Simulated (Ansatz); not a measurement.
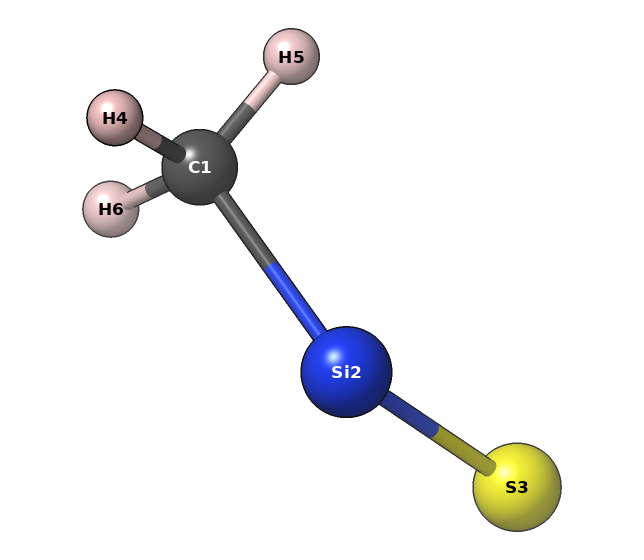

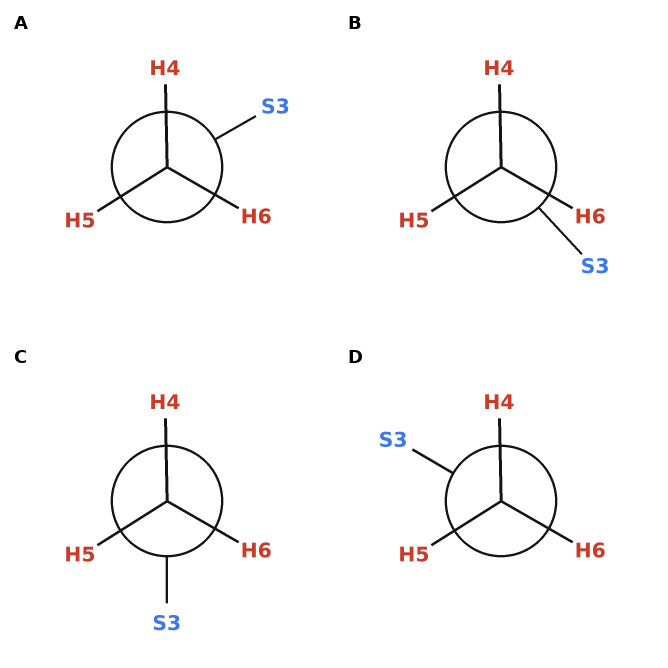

Depth is shown by fading: the farther an atom, the more it takes the colour of the background. Bonds that would overlap in a projection are set slightly apart. The species is neutral and a spin doublet. The geometry was computed by an optimisation with PBE-D4/def2-SVP. No frequency run is at hand to confirm it as a minimum.

Which Newman projection shows the view along C1–Si2, with C1 in front?

Answer. C. The torsion angle H4–C1–Si2–S3 is −179°, antiperiplanar (anti).
